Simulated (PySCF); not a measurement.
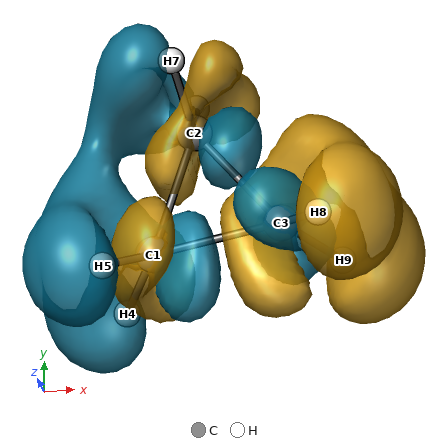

C3H6, SMILES `C1CC1`. Change of the electron density in a uniform field of 0.21 V/Å, surfaces at ±0.0015 e/Å³ (yellow: gain, teal: loss).

PySCF calculation, ωB97X/def2-SVPD, gas phase; geometry: GFN2-xTB. No frequency check shows the geometry to be a minimum.

Coordinates in Å:

```
C1      -0.6445   -0.5755    0.0000
C2      -0.1761    0.8459   -0.0001
C3       0.8206   -0.2705    0.0001
H4      -1.0859   -0.9690   -0.9031
H5      -1.0859   -0.9692    0.9028
H6      -0.2963    1.4250   -0.9029
H7      -0.2969    1.4247    0.9030
H8       1.3824   -0.4554    0.9029
H9       1.3822   -0.4558   -0.9030
```

The field was applied in both directions; the picture shows the one opposite to the script's first.

Along which Cartesian direction does the field point?

Along −x: electrons gather on the +x side, against the field.

What dipole is induced, and what polarisability does it imply?

The induced dipole is 0.37 D (along the field); α along this axis, from the fields in both directions, is 36 bohr³ (5.4 Å³).
